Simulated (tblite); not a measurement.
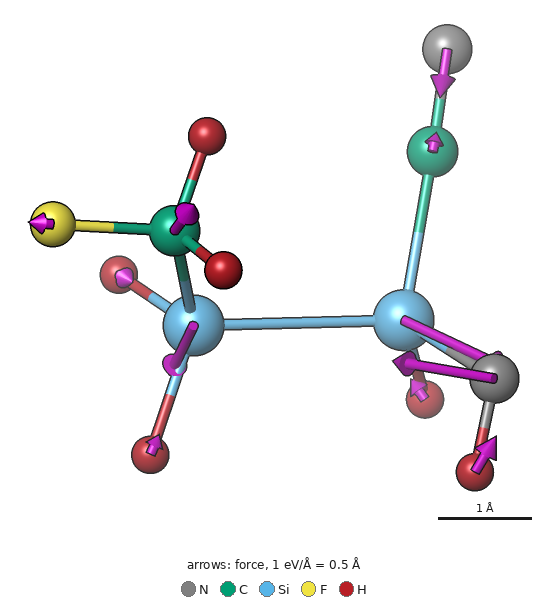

Starting geometry of C₂H₆FN₂Si₂ (multiplicity 2) with the computed forces as purple arrows. Style: ball-and-stick. Shown at a tilt.

The calculation used tblite 0.8.0, GFN2-xTB geometry optimisation, gas phase. 

What follows when this structure is relaxed?

It isn't relaxed: the largest force vector, on a Si atom, is 3.11 eV/Å. The final displacements follow the starting forces only in part (cosine between the two patterns 0.34). The largest move after the best rigid fit is that of an H atom, 0.42 Å. Largest moves by element: H 0.42 Å, N 0.31 Å, C 0.22 Å, Si 0.20 Å, F 0.10 Å. Among the contacts that change: N–Si 1.757 → 1.634 Å, Si–Si 2.343 → 2.414 Å, C–Si 1.841 → 1.909 Å, H–Si 1.504 → 1.462 Å. Among the angles between lasting bonds that change: N–Si–H 107.4° → 134.2°, Si–N–H 107.1° → 125.1°, C–Si–Si 103.6° → 93.9°. Groups turn about N–Si by about 30°. Over 69 geometry steps the energy falls by 59.2 kJ/mol.
